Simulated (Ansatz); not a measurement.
CaF2: pressure series

Take CaF2 in the fluorite structure (space group Fm-3m, No. 225; a = 5.511 Å) as the base.

Cell and atoms are relaxed at each pressure.

Level of theory: PBE, PAW, 420 eV (Ansatz, an electronic-structure program; without spin-orbit coupling), earlier PAW set.

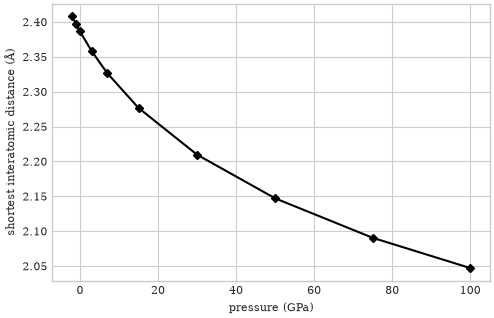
Shortest interatomic distance against pressure

```csv
pressure (GPa),shortest interatomic distance
-2,4.551 bohr
-1,4.529 bohr
3,4.456 bohr
7,4.396 bohr
15,4.302 bohr
30,4.176 bohr
50,4.057 bohr
75,3.950 bohr
100,3.868 bohr
```

Load acts through the strain it causes; cell and atoms are relaxed under it. Whether these cells are dynamically stable was not tested. Competing high-pressure phases were not computed.
